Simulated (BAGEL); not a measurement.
**HF/3-21G (density fitting with qzvpp-jkfit) run of GaF3 (SMILES [F][Ga]([F])[F])**

What is the energy change on altering one bond length of GaF3 at HF/3-21G (density fitting with qzvpp-jkfit)? 

Program for the calculation: BAGEL 1.2.2.

6 further runs of the same task are left out: 4 that didn't finish, 2 set aside as unsound or not needed. Runs told in other sessions of the task aren't counted.

## (1) Starting point

GaF3 has 4 atoms, charge 0, and is taken as a singlet. As SMILES, `[F][Ga]([F])[F]`. The shape comes from GFN2-xTB, which is rough for such elements, and wasn't checked as a minimum.

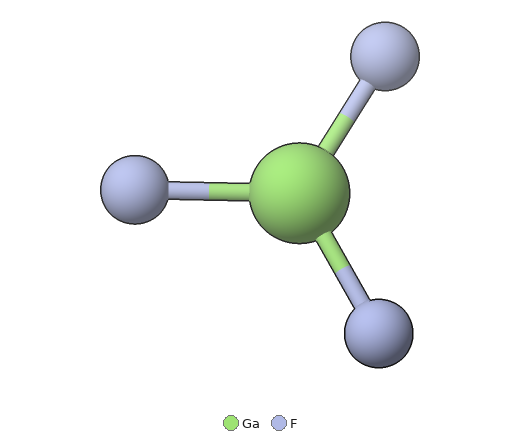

Viewed from a chosen angle; gallium green, fluorine light blue.

## (2) The energy at HF/3-21G (density fitting with qzvpp-jkfit)

calc.json reads:

```json
{ "bagel" : [

{
  "title" : "molecule",
  "basis" : "3-21g",
  "df_basis" : "qzvpp-jkfit",
  "angstrom" : true,
  "geometry" : [
    { "atom" : "Ga", "xyz" : [   -0.000550,   -0.000780,   -0.000110 ] },
    { "atom" : "F", "xyz" : [    1.731690,   -0.026300,    0.013140 ] },
    { "atom" : "F", "xyz" : [   -0.840770,    1.514130,   -0.017200 ] },
    { "atom" : "F", "xyz" : [   -0.890370,   -1.487050,    0.004170 ] }
  ]
},
{ "title" : "hf", "charge" : 0 },
{ "title" : "print", "file" : "orbitals.molden", "orbitals" : true }

]}
```

The run is started by

```bash
$ BAGEL_NUM_THREADS=1 BAGEL calc.json > calc.out
```

The program printed:

```text
* using 1 threads per process

  ===============================================================
  ===============================================================

  *** Geometry ***

  { "atom" : "Ga", "xyz" : [     -0.001039,     -0.001474,     -0.000208 ] },
  { "atom" : "F", "xyz" : [      3.272420,     -0.049700,      0.024831 ] },
  { "atom" : "F", "xyz" : [     -1.588825,      2.861291,     -0.032503 ] },
  { "atom" : "F", "xyz" : [     -1.682555,     -2.810117,      0.007880 ] },

  Number of auxiliary basis functions:      497

  Since a DF basis is specified, we compute 2- and 3-index integrals:
    o Being stored without compression. Storage requirement is 0.010 GB

  Number of basis functions:       49
  Number of electrons      :       58

    * METHOD: MOLECULE                             0.17

  *** RHF ***

  === Nuclear Repulsion ===
   298.5262068550

      * DIIS with orbital gradients will be used.

  === RHF iteration (3-21g) ===
      0      -2210.47077754          0.03638080           0.05
      1      -2210.64317671          0.02144619           0.04
      2      -2210.71658548          0.00078254           0.04
      3      -2210.71692416          0.00015417           0.04
      4      -2210.71693727          0.00003960           0.04
      5      -2210.71693824          0.00000579           0.04
      6      -2210.71693826          0.00000064           0.04
      7      -2210.71693826          0.00000019           0.04
      8      -2210.71693826          0.00000006           0.04
      9      -2210.71693826          0.00000002           0.04
     10      -2210.71693826          0.00000000           0.04
    * SCF iteration converged.

    * Permanent dipole moment:
           (    0.002824,     0.004019,     0.000513) a.u.

    * METHOD: HF                                   0.60

    * METHOD: PRINT                                0.01

  ===============================================================
```

It took 0.9 s on 1 thread of Arm Neoverse V1, shared host.

## (3) The distorted shape, same level

input.json reads:

```json
{ "bagel" : [

{
  "title" : "molecule",
  "basis" : "3-21g",
  "df_basis" : "qzvpp-jkfit",
  "angstrom" : true,
  "geometry" : [
    { "atom" : "Ga", "xyz" : [    0.671615,   -1.212689,    0.013562 ] },
    { "atom" : "F", "xyz" : [    2.403855,   -1.238209,    0.026812 ] },
    { "atom" : "F", "xyz" : [   -0.840770,    1.514130,   -0.017200 ] },
    { "atom" : "F", "xyz" : [   -0.218205,   -2.698959,    0.017842 ] }
  ]
},
{
  "title" : "hf"
},
{
  "title" : "print",
  "file" : "orbitals.molden",
  "orbitals" : true
}

]}
```

The run is started by

```bash
$ BAGEL_NUM_THREADS=1 BAGEL input.json > input.out
```

The program printed:

```text
* using 1 threads per process

  ===============================================================
  ===============================================================

  *** Geometry ***

  { "atom" : "Ga", "xyz" : [      1.269168,     -2.291650,      0.025628 ] },
  { "atom" : "F", "xyz" : [      4.542628,     -2.339876,      0.050667 ] },
  { "atom" : "F", "xyz" : [     -1.588825,      2.861291,     -0.032503 ] },
  { "atom" : "F", "xyz" : [     -0.412348,     -5.100293,      0.033716 ] },

  Number of auxiliary basis functions:      497

  Since a DF basis is specified, we compute 2- and 3-index integrals:
    o Being stored without compression. Storage requirement is 0.010 GB

  Number of basis functions:       49
  Number of electrons      :       58

    * METHOD: MOLECULE                             0.17

  *** RHF ***

  === Nuclear Repulsion ===
   252.2130760905

      * DIIS with orbital gradients will be used.

  === RHF iteration (3-21g) ===
      0      -2210.11390642          0.03817907           0.05
      1      -2209.91404387          0.04901512           0.04
      2      -2210.43003147          0.01154884           0.04
      3      -2210.46271628          0.00216955           0.04
      4      -2210.46444246          0.00106777           0.04
      5      -2210.46488894          0.00023324           0.04
      6      -2210.46490497          0.00002422           0.04
      7      -2210.46490532          0.00000813           0.04
      8      -2210.46490535          0.00000221           0.04
      9      -2210.46490536          0.00000049           0.04
     10      -2210.46490536          0.00000025           0.04
     11      -2210.46490536          0.00000012           0.04
     12      -2210.46490536          0.00000007           0.04
     13      -2210.46490536          0.00000006           0.04
     14      -2210.46490536          0.00000003           0.04
     15      -2210.46490536          0.00000002           0.04
     16      -2210.46490536          0.00000001           0.04
    * SCF iteration converged.

    * Permanent dipole moment:
           (   -0.699454,     1.267879,    -0.013847) a.u.

    * METHOD: HF                                   0.86

    * METHOD: PRINT                                0.01

  ===============================================================
```

Wall time 1.2 s (1 thread of Arm Neoverse V1, shared host).

## (4) Results

At HF/3-21G (density fitting with qzvpp-jkfit):

| quantity | value |
| --- | --- |
| first shape: total energy | -2210.71694 Eh |
| first shape: dipole moment | 0.01 D |
| first shape: HOMO energy | -15.85 eV |
| first shape: LUMO energy | 1.48 eV |
| first shape: HOMO–LUMO gap | 17.34 eV |
| distorted shape: total energy | -2210.46491 Eh |
| distorted shape: dipole moment | 3.68 D |
| distorted shape: HOMO energy | -10.19 eV |
| distorted shape: LUMO energy | -2.31 eV |
| distorted shape: HOMO–LUMO gap | 7.88 eV |
| energy change with the Ga1–F3 bond stretched from 1.732 to 3.118 Å | 6.858 eV |

In words: With the Ga1–F3 bond stretched from 1.732 to 3.118 Å the energy rises by 6.86 eV (662 kJ/mol). The first shape isn't relaxed at this level, so the change isn't measured from a minimum. A restricted reference can't describe the breaking bond well at this length.
